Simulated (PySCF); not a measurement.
C8H7F3, SMILES FC(F)(F)Cc1ccccc1 at its GFN2-xTB optimised geometry (Å):

```
18

F     -2.4151    -1.4316     2.1669
C     -1.7034    -2.3359     1.4800
F     -0.5644    -2.5265     2.1604
F     -2.3871    -3.4919     1.5576
C     -1.4610    -1.9185     0.0400
C     -0.7009    -0.6170     0.0000
C     -1.3836     0.5919     0.0062
C     -0.6852     1.7864     0.0063
C      0.6991     1.7816     0.0028
C      1.3841     0.5785     0.0000
C      0.6875    -0.6170     0.0000
H     -0.8992    -2.7218    -0.4398
H     -2.4373    -1.8233    -0.4385
H     -2.4636     0.5981     0.0150
H     -1.2241     2.7218     0.0108
H      1.2435     2.7140     0.0036
H      2.4636     0.5695    -0.0001
H      1.2240    -1.5544     0.0042
```

Calculation: PBE0/def2-SVP (PySCF). Cells within 0.4 Å of a nucleus heavier than hydrogen are left out (blank, or x).

Map of the electrostatic potential (hartree/e), clipped to [-0.08, 0.12] on the plane z = 0.0 Å:

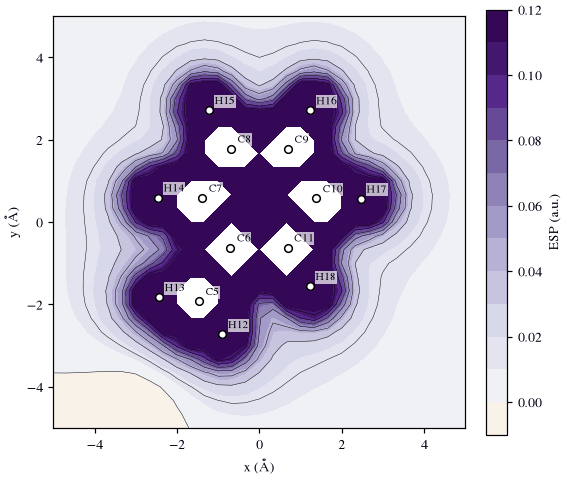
Electrostatic potential (hartree/e), clipped to [-0.08, 0.12] on the plane z = 0.0 Å.
